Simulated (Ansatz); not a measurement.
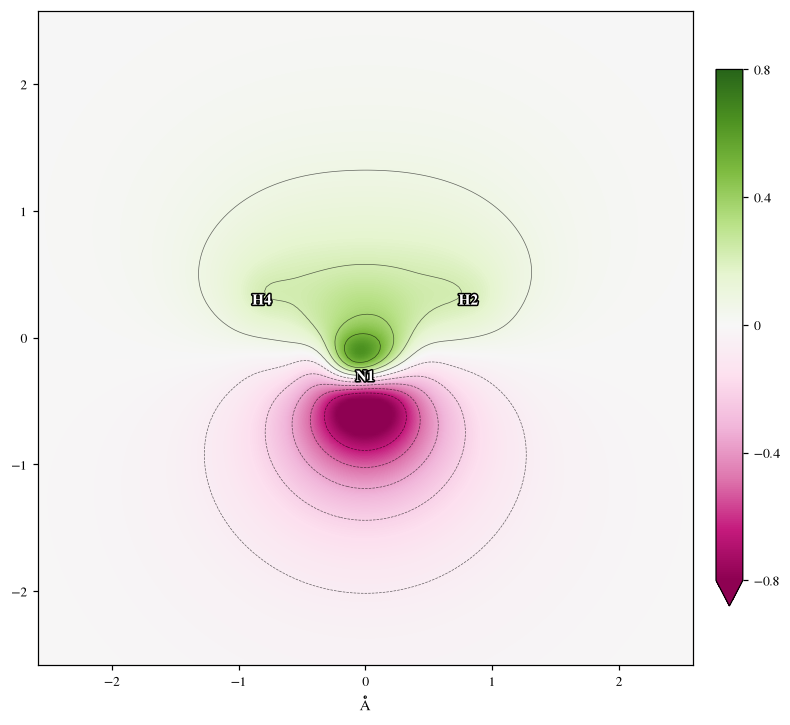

NH$_{3}$. The HOMO on the plane of atoms H2, N1 and H4 (values in Å⁻³ᐟ²; the overall sign is arbitrary).

Geometry: PBE0-D4/def2-TZVP.

Computed with RKS PBE0-D4/def2-TZVPPD in Ansatz 0.2.0.

Q: Describe this orbital and give its energy.

A: By Hirshfeld shares it lies mainly on N1 (about 80 %), H2 (about 5 %), H3 (about 5 %) and H4 (about 5 %); largely a lone pair of N1. Its energy is −7.69 eV.
